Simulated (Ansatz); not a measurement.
# Direct or indirect: NaI (Fm-3m)

```
I Na
1.0
     0.00000    3.23640    3.23640
     3.23640    0.00000    3.23640
     3.23640    3.23640    0.00000
I Na
1 1
Direct
  0.50000 0.50000 0.50000
  0.00000 0.00000 0.00000
```

Method: Ansatz, PBE, independent particles, without spin-orbit coupling, line width 0.15 eV (Gaussian). The band structure gives a fundamental gap of 3.64 eV. The spectrum of vertical transitions near the edge:

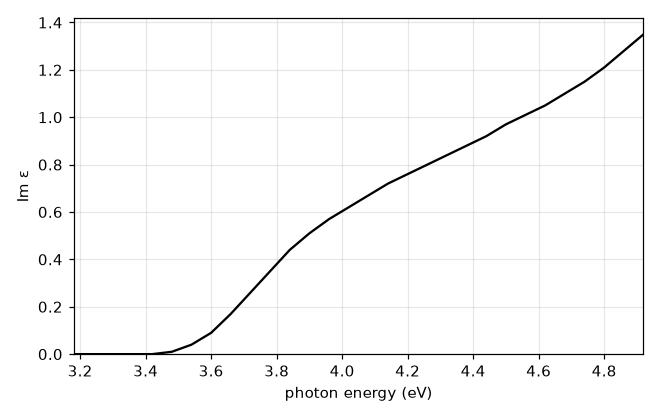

Is the gap direct or indirect, and about where do vertical transitions set in?

Direct: the band path has its least direct gap at the fundamental one, 3.64 eV, and the curves rise from there. Lines are broadened by 0.15 eV, which spreads the edge.

[Logs are printed without paths, hosts, clocks, repeated set-up lines and the standing remarks that a program may print on its own settings, such as how far it seeks lower states.]
